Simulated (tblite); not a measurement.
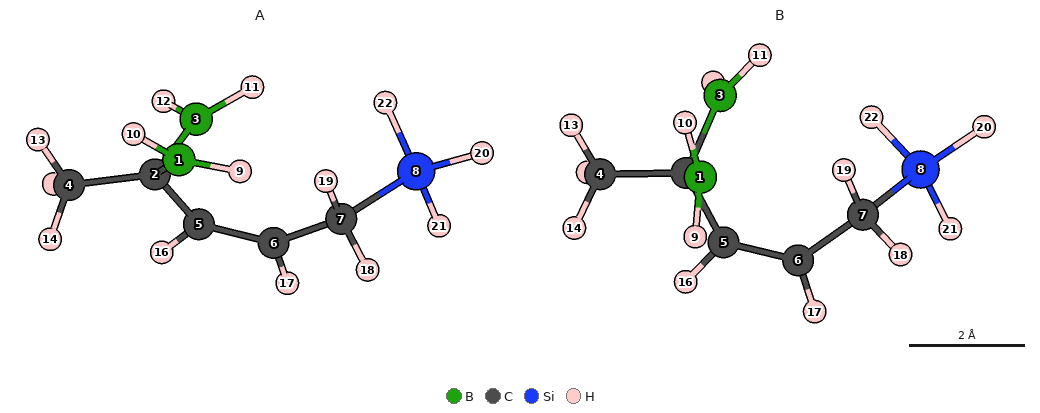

Two geometries of C$_{5}$H$_{14}$B$_{2}$Si, drawn at one scale. One is the start of a relaxation, the other its converged end. Style: ball-and-stick. Shown at a tilt.

Level of theory: GFN2-xTB geometry optimisation, gas phase in tblite. 

Q: Which one is relaxed?

A: Structure A is the relaxed one. The atom that moves furthest after the best rigid fit is an H atom (1.61 Å). By element the largest moves are H 1.61 Å, B 0.51 Å, C 0.37 Å, Si 0.35 Å. Some distances before and after: B–C 2.576 → 1.846 Å, B–C 1.611 → 1.536 Å, C–Si 1.869 → 1.914 Å, C–C 1.511 → 1.477 Å. Bond angles that change, for instance: B–C–C 110.9° → 72.6°, B–C–C 109.3° → 124.0°, B–C–C 108.1° → 114.9°. Groups turn about C–C by about 20°. The energy falls by 51.0 kJ/mol in 158 geometry steps.
